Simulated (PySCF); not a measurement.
```xyz
4

Al   -0.1816   -0.0077    1.9541
B     0.0163    0.1310   -0.2931
S    -1.6673    0.0219    0.0056
H     0.8285    0.2253   -1.1680
```

Geometry: B3LYP-D4/def2-SVP.

The calculation used PySCF, Gaussian-basis quantum chemistry of an isolated molecule with PySCF, energy and nuclear gradient, functional PBE0.

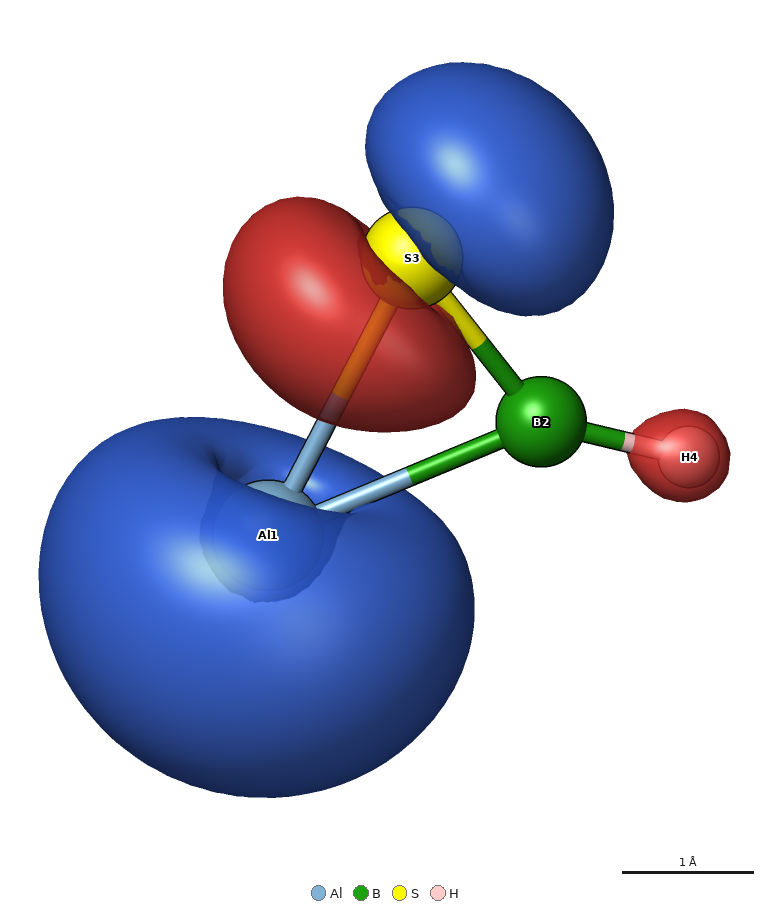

AlBHS (doublet). One frontier orbital at ±0.1 Å⁻³ᐟ² (blue and red are the two phases), seen at a tilt.

Question: Which orbital is it: HOMO (β) or LUMO (β)?

Answer: The HOMO (β), at −6.53 eV. It lies mainly on Al1 (about 65 %) and S3 (about 30 %); it is symmetric in the molecular plane (an in-plane orbital: σ, lone-pair or in-plane π type).
